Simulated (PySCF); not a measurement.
SMILES C[Si](B(C)C)(O)C, GFN2-xTB optimised geometry. Atoms within 1.6 Å of the plane z = 0.0 Å (x, y, z in Å): Si1 (-0.55, 0.58, 0.00), C3 (1.36, 0.58, 0.00), O4 (-0.86, 2.20, 0.00), B5 (-1.39, -0.38, -1.51), H11 (1.75, -0.43, 0.10), H12 (1.75, 1.00, -0.92), H13 (1.75, 1.17, 0.82), H14 (-1.75, 2.53, 0.08), H16 (-1.23, -2.53, -1.29), H18 (-3.37, 0.67, -1.56).

Computed with CAM-B3LYP/def2-SVP (PySCF). Cells within 0.4 Å of a nucleus heavier than hydrogen are left out (blank, or x).

Map of the log10 of the electron density (e/bohr³), floored at −4 on the plane z = 0.0 Å:

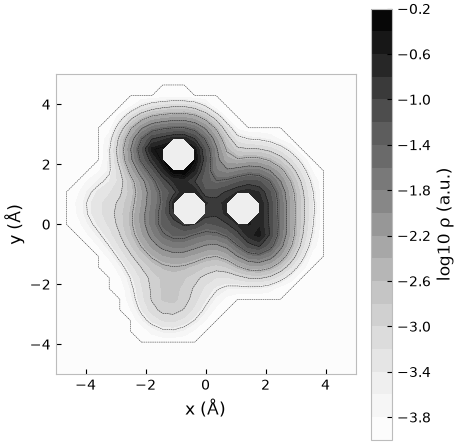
Figure: Log10 of the electron density (e/bohr³), floored at −4 on the plane z = 0.0 Å.
